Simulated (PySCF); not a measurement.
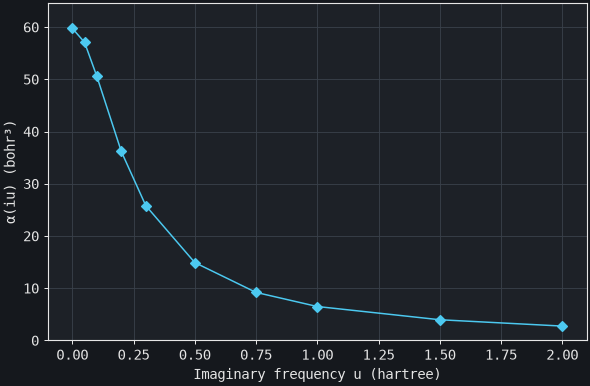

Dipole polarisability at imaginary frequency of an atom or ion with 82 electrons in the configuration [Xe] 4f¹⁴ 5d¹⁰ 6s 6p³. Coupled response at the PBE0 level; PySCF, aug-cc-pwCVTZ-PP with a 60-electron core potential, unrestricted single determinants, no spin-orbit coupling.

Which species is it, and what does the curve give?

Neutral lead. The static dipole polarisability is 59.8 bohr³; α(iu) falls to half of it near u = 0.26 hartree. The Casimir–Polder integral gives C₆ = 723 hartree bohr⁶ for two such species.

Known limits: close to jj coupling, the high-spin determinant is a model state.
